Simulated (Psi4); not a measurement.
# SiH4Te (SMILES [SiH3][TeH]) at BHLYP/def2-TZVP (core potential)

What is the vertical ionisation energy of SiH4Te at BHLYP/def2-TZVP (core potential)? The job is set up through a Python script.

The calculation is run with Psi4 1.11.

1 further run of the same task is left out (set aside as unsound or not needed).

### Step 1. Starting point

SiH4Te: 6 atoms, total charge 0, spin state singlet. SMILES: `[SiH3][TeH]`. The coordinates come from a PBE0-D4/def2-TZVP relaxation.

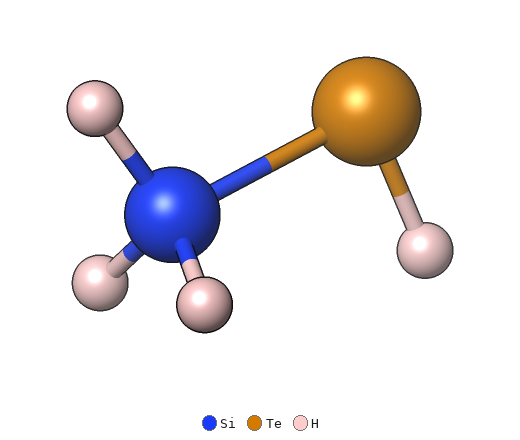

The structure, seen from a chosen angle (silicon blue, tellurium orange, hydrogen pink).

### Step 2. Energy and forces at BHLYP/def2-TZVP (core potential)

job.py reads:

```python
import psi4

psi4.set_memory('1600 MB')
psi4.set_num_threads(1)
psi4.set_output_file('h4site.out', False)

m = psi4.geometry("""
0 1
Si    -0.296600    -0.269700    -0.519700
Te    -0.105900     0.800200     1.725000
H      0.381100    -1.589500    -0.550900
H     -1.754100    -0.446400    -0.735900
H      0.269400     0.597600    -1.582500
H      1.548100     0.843900     1.617900
units angstrom
symmetry c1
""")

psi4.set_options({
    'basis': 'def2-TZVP',
    'puream': True,
    'e_convergence': 1e-09,
    'd_convergence': 1e-08,
    'scf_type': 'pk',
    'dft_radial_points': 99,
    'dft_spherical_points': 590,
})

e_tot, wfn = psi4.gradient("bhhlyp", return_wfn=True)
psi4.oeprop(wfn, "QUADRUPOLE", "WIBERG_LOWDIN_INDICES", "MAYER_INDICES", title="BHHLYP")
print('gradient / Eh bohr^-1')
print(e_tot.np.round(6))
print(f'energy = {wfn.energy():.10f} Eh')
```

The run is started by

```bash
$ python job.py
```

h4site.out (excerpt; [...] marks lines left out):

```text
[...]
    !!!  WARNING: ECP capability is in beta. Please check occupations closely.  !!!
[...]
  Running in c1 symmetry.
[...]
  Nuclear repulsion =  109.024305306250696
[...]
  Multiplicity = 1
[...]
  Nalpha       = 21
  Nbeta        = 21
[...]
    Number of basis functions: 111
[...]
   @RKS iter   1:  -559.54538405381970   -1.89504e+00   7.41816e-03 DIIS/ADIIS
[...]
   @RKS iter  11:  -559.87657141837019   -1.14824e-11   4.53837e-09 DIIS
[...]
    Orbital Energies [Eh]
    ---------------------
    Doubly Occupied:
       1A    -67.157786     2A     -6.591530     3A     -5.623885
       4A     -4.663741     5A     -4.660252     6A     -4.653881
       7A     -3.888351     8A     -3.886823     9A     -3.886607
      10A     -1.734356    11A     -1.732220    12A     -1.725802
      13A     -1.722674    14A     -1.722037    15A     -0.725477
      16A     -0.606216    17A     -0.436582    18A     -0.422441
      19A     -0.400422    20A     -0.345748    21A     -0.272163
[...]
  @RKS Final Energy:  -559.87657141837019
   => Energetics <=
    Nuclear Repulsion Energy =            109.0243053062506959
    One-Electron Energy =               -1088.1802543733808761
    Two-Electron Energy =                 441.6439415789963050
    DFT Exchange-Correlation Energy =     -22.3645639302363080
    Empirical Dispersion Energy =           0.0000000000000000
    VV10 Nonlocal Energy =                  0.0000000000000000
    Total Energy =                       -559.8765714183701903
[...]
  -Total Gradient:
     Atom            X                  Y                   Z
    ------   -----------------  -----------------  -----------------
       1        0.001687453475     0.002509133709     0.005151453009
       2       -0.004137560091    -0.000262441130    -0.000047207589
       3        0.002244831482    -0.004646991621    -0.000108768855
       4       -0.004941899026    -0.000430213650    -0.000385213151
       5        0.001861537224     0.003047294043    -0.003731898934
       6        0.003280005657    -0.000214426510    -0.000872699096
[...]
 Multipole Moments:
 ------------------------------------------------------------------------------------
     Multipole            Electronic (a.u.)      Nuclear  (a.u.)        Total (a.u.)
 ------------------------------------------------------------------------------------
 L = 1.  Multiply by 2.5417464519 to convert [e a0] to [Debye]
 Dipole X            :          1.2796541           -1.2183312            0.0613229
 Dipole Y            :         18.8323610          -18.9298672           -0.0975062
 Dipole Z            :         39.7656040          -39.9793820           -0.2137780
 Magnitude           :                                                    0.2428353
 L = 2.  Multiply by 1.3450342976 to convert [e a0^2] to [Debye ang]
 Quadrupole XX       :        -52.8486564           22.3978511          -30.4508053
 Quadrupole XY       :        -10.7320704           11.0415251            0.3094547
[...]
```

The script printed:

```text
gradient / Eh bohr^-1
[[ 1.687e-03  2.509e-03  5.151e-03]
 [-4.138e-03 -2.620e-04 -4.700e-05]
 [ 2.245e-03 -4.647e-03 -1.090e-04]
 [-4.942e-03 -4.300e-04 -3.850e-04]
 [ 1.862e-03  3.047e-03 -3.732e-03]
 [ 3.280e-03 -2.140e-04 -8.730e-04]]
energy = -559.8765714184 Eh
```

Wall time 31 s (1 thread of Intel Xeon Platinum 8488C (Sapphire Rapids), shared host); peak memory 0.64 GiB.

### Step 3. The doublet cation: a single-point energy at UBHLYP/def2-TZVP (core potential)

h4site.xyz reads:

```xyz
6
H4SiTe
Si    -0.296600    -0.269700    -0.519700
Te    -0.105900     0.800200     1.725000
H      0.381100    -1.589500    -0.550900
H     -1.754100    -0.446400    -0.735900
H      0.269400     0.597600    -1.582500
H      1.548100     0.843900     1.617900
```

calc.py reads:

```python
import psi4

psi4.set_memory('1600 MB')
psi4.set_num_threads(1)
psi4.set_output_file('h4site.out', False)

with open('h4site.xyz') as f:
    atoms = ''.join(f.readlines()[2:])
geom = psi4.geometry('1 2\n' + atoms + 'symmetry c1\nno_reorient\nno_com')

options = {'reference': 'uks', 'puream': True, 'e_convergence': 1e-09, 'd_convergence': 1e-08, 'scf_type': 'pk', 'dft_radial_points': 99, 'dft_spherical_points': 590, 'maxiter': 200}
psi4.set_options(options)

e, wfn = psi4.energy('bhhlyp/def2-TZVP', molecule=geom, return_wfn=True)
psi4.oeprop(wfn, 'MAYER_INDICES', 'QUADRUPOLE', 'LOWDIN_CHARGES')
print(f'total energy {e:.8f} hartree = {e * 27.211386:.5f} eV')
```

The run is started by

```bash
$ python calc.py
```

h4site.out (excerpt; [...] marks lines left out):

```text
[...]
    !!!  WARNING: ECP capability is in beta. Please check occupations closely.  !!!
[...]
  Running in c1 symmetry.
[...]
  Nuclear repulsion =  109.024305306250710
[...]
  Multiplicity = 2
[...]
  Nalpha       = 21
  Nbeta        = 20
[...]
    Number of basis functions: 111
[...]
   @UKS iter   1:  -559.33911073702780   -1.66335e+00   6.22215e-03 ADIIS/DIIS
[...]
   @UKS iter  14:  -559.56072701707035   -4.44516e-11   8.15597e-09 DIIS
[...]
   @S^2 Observed:                7.550253610E-01
[...]
  @UKS Final Energy:  -559.56072701707035
   => Energetics <=
    Nuclear Repulsion Energy =            109.0243053062507101
    One-Electron Energy =               -1078.0009752457688137
    Two-Electron Energy =                 431.6388216859164686
    DFT Exchange-Correlation Energy =     -22.2228787634685467
    Empirical Dispersion Energy =           0.0000000000000000
    VV10 Nonlocal Energy =                  0.0000000000000000
    Total Energy =                       -559.5607270170702350
[...]
 Multipole Moments:
 ------------------------------------------------------------------------------------
     Multipole            Electronic (a.u.)      Nuclear  (a.u.)        Total (a.u.)
 ------------------------------------------------------------------------------------
 L = 1.  Multiply by 2.5417464519 to convert [e a0] to [Debye]
 Dipole X            :         11.7865570          -11.8098434           -0.0232865
 Dipole Y            :        -27.1413262           28.0333312            0.8920050
 Dipole Z            :        -60.1954693           62.1205890            1.9251197
 Magnitude           :                                                    2.1218626
 L = 2.  Multiply by 1.3450342976 to convert [e a0^2] to [Debye ang]
 Quadrupole XX       :        -51.9709838           25.6832813          -26.2877025
 Quadrupole XY       :         -2.2036602            2.6098084            0.4061482
[...]
```

The script printed:

```text
total energy -559.56072702 hartree = -15226.42293 eV
```

Wall time 29 s (1 thread of Intel Xeon Platinum 8488C (Sapphire Rapids), shared host); peak memory 0.65 GiB.

### Step 4. Summary of results

At BHLYP/def2-TZVP (core potential):

```
                                          quantity          value
                      singlet SiH4Te: total energy  -559.87657 Eh
                     singlet SiH4Te: dipole moment         0.62 D
                       singlet SiH4Te: HOMO energy       -7.41 eV
                       singlet SiH4Te: LUMO energy        0.11 eV
                     singlet SiH4Te: HOMO–LUMO gap        7.52 eV
          singlet SiH4Te: largest force on an atom     0.307 eV/Å
                      doublet cation: total energy  -559.56073 Eh
doublet cation: HOMO energy (highest over α and β)      -15.13 eV
 doublet cation: LUMO energy (lowest over α and β)       -9.83 eV
                              doublet cation: ⟨S²⟩          0.755
vertical ionisation energy (to the doublet cation)       8.595 eV
```

In words: Removing an electron at fixed nuclei costs 8.59 eV (198 kcal/mol). The largest force (singlet SiH4Te) is 0.31 eV/Å: the shape isn't a stationary point for this species at this level. −ε(HOMO) before ionisation, 7.41 eV, is 1.19 eV below this ionisation energy.
